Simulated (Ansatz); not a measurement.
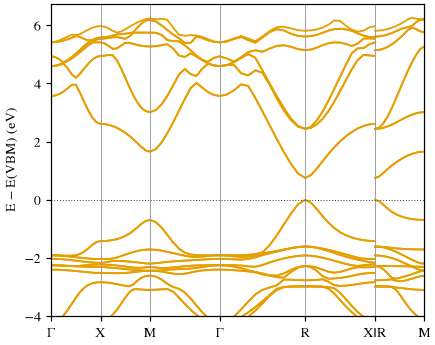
*Band structure from r²SCAN with spin–orbit coupling in the plane-wave PAW code Ansatz*

Problem. Read off the gap and where the band edges lie.

Solution. About 0.7 eV (0.75 eV by a search for the band edges); maximum at R, minimum at R.

The material is CsPbBr3 (cubic perovskite, space group No. 221).

Space group Pm-3m (cubic perovskite). This is a known high-temperature phase of the composition, computed here at zero pressure and temperature. The cell was relaxed with r²SCAN under the symmetry of its start; whether a distortion lowers the energy is not shown.

Potentials: the later of the program's two PAW sets.
